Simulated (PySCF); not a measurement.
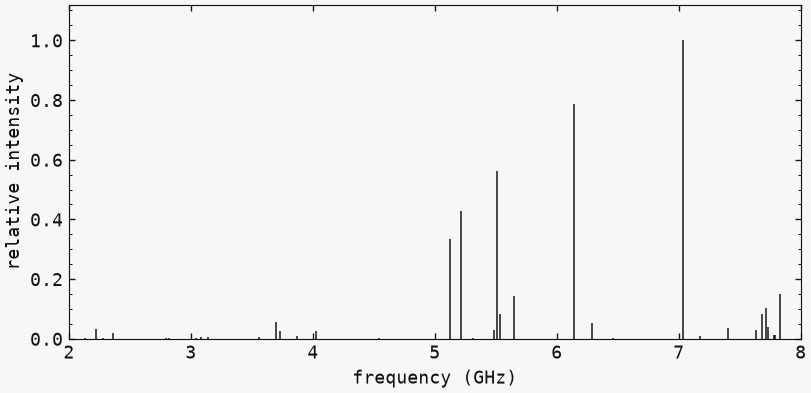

C₄H₆O₂, SMILES O=C(O)C1CC1. Simulated rotational absorption lines between 2 and 8 GHz at 5 K: rigid rotor with the equilibrium constants and dipole of one optimised conformer (PBE0-D3(BJ)/def2-SVP, PySCF), commonest isotopes; no centrifugal distortion, hyperfine structure, internal rotation or nuclear-spin weights; lines within 1 MHz of each other are summed.

> What are the rotational constants, and what kind of rotor is it?

Rotational constants A, B, C = 7.542, 2.791, 2.420 GHz; Ray's κ = −0.86, an asymmetric top on the prolate side.

> Assign the strongest lines, as J(Ka,Kc).

```
 GHz   upper   lower  type  relative intensity
7.04  4(1,3)  4(0,4)     b                1.00
6.14  3(1,2)  3(0,3)     b                0.79
5.51  2(1,1)  2(0,2)     b                0.56
5.21  1(0,1)  0(0,0)     a                0.43
5.12  1(1,0)  1(0,1)     b                0.33
7.83  4(1,3)  3(2,2)     b                0.15
5.65  2(0,2)  1(1,1)     b                0.14
7.71  6(1,5)  6(1,6)     a                0.10
```

Caveats: coarse grid, loose stop and no frequency check, small forces are noise and the end may be a saddle.
